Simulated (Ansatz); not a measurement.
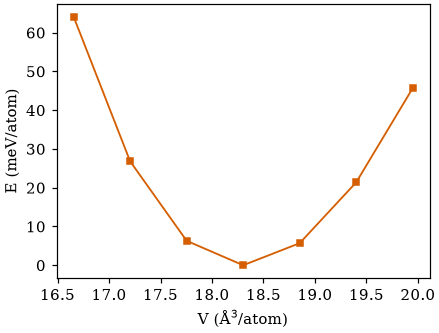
Figure. NiBi (NiAs type, P6_3/mmc) under volume change, LDA (plane waves, PAW; program Ansatz), shape and atoms relaxed at each volume.

Q: What does a third-order Birch–Murnaghan fit give for V₀, B₀ and B′?

A: V₀ = 18.30 Å³/atom, B₀ = 116 GPa, B′ = 4.7.

The first step of the workflow began from a Materials Project structure, measured or hypothetical; the Crystallography Open Database copy checked does not list it. Whether it is the stable phase at ambient conditions was not checked. The LDA relaxation kept the symmetry of its start; of distortions, only those at the zone centre were tested. The run is not spin-polarised. Scalar-relativistic: spin–orbit coupling is off unless named, which matters more the heavier the elements.

Potentials: the later of the program's two PAW sets.
